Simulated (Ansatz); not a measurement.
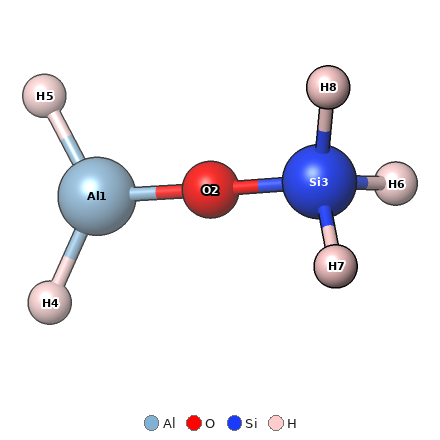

The system is AlH5OSi, SMILES [AlH2][O][SiH3]; the picture shows the grid point nearest to the relaxed geometry. Two internal coordinates are moved rigidly from the geometry relaxed at PBE0-D4/def2-TZVP, all others fixed. Coordinates scanned: (1) bond Si3–H6; (2) angle O2–Al1–H4. The scan uses a 7 × 7 grid. Energies: eV, counted from the lowest grid point. Method: RKS PBE-D4/def2-TZVPP in Ansatz 0.2.0.

Its coordinates:

```xyz
8

Al   -0.9976    1.0712   -1.1536
O    -0.0922    0.0892   -0.1322
Si    0.7871   -0.8342    0.8722
H    -2.4357    0.5748   -1.5764
H    -0.3556    2.4322   -1.6325
H     1.6075   -1.7457    0.1099
H    -0.1054   -1.6226    1.7633
H     1.6701    0.0151    1.7158
```

Range: bond Si3–H6 from 1.219 to 2.156 Å; angle O2–Al1–H4 from 88 to 148°.

> What landscape does the calculation give?

The lowest grid point is at bond Si3–H6 = 1.444 Å, angle O2–Al1–H4 = 118°. It is the only kind of minimum in the scanned range. The highest grid point, bond Si3–H6 = 2.156 Å, angle O2–Al1–H4 = 148°, lies 2.15 eV above the lowest. Round the minimum the two coordinates are nearly uncoupled.

```
angle O2–Al1–H4 ↓, bond Si3–H6 →  1.219  1.311  1.444  1.600  1.773  1.959  2.156
                             148   1.62   1.00   0.65   0.70   1.04   1.55   2.15
                             138   1.25   0.63   0.28   0.33   0.68   1.19   1.78
                             128   1.04   0.43   0.07   0.12   0.47   0.98   1.57
                             118   0.97   0.36   0.00   0.05   0.40   0.91   1.51
                             108   1.04   0.42   0.07   0.12   0.47   0.98   1.57
                              98   1.25   0.63   0.27   0.33   0.67   1.18   1.78
                              88   1.61   1.00   0.64   0.69   1.04   1.55   2.14
```

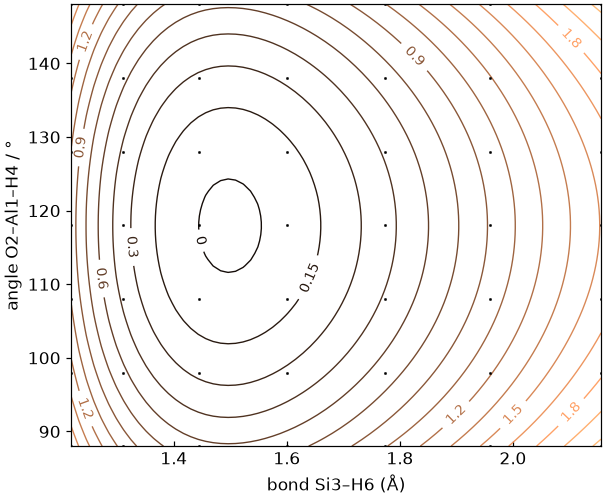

Drawn: contour lines labelled in eV, dots at the grid points. Between grid points the surface is interpolated.
